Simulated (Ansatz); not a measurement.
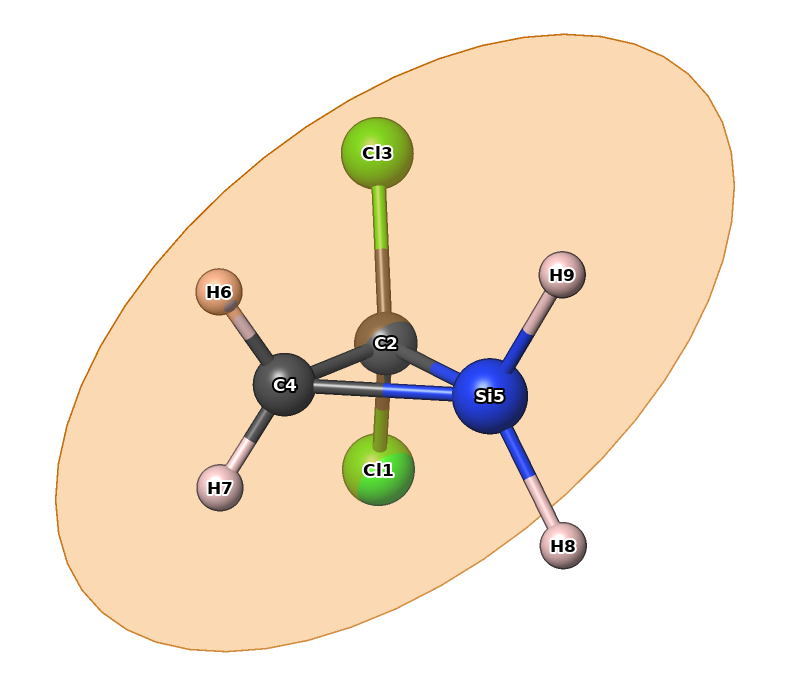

A disc through the centre of mass is drawn in. Depth is shown by fading: the farther an atom, the more it takes the colour of the background. The geometry was computed by an optimisation with PBE0-D4/def2-TZVP. No frequency run is at hand to confirm it as a minimum.

Q: Is the plane of the disc a mirror plane of the structure?

A: No. The point group is Cs, with 1 mirror plane, and this plane isn't one of its mirror planes.
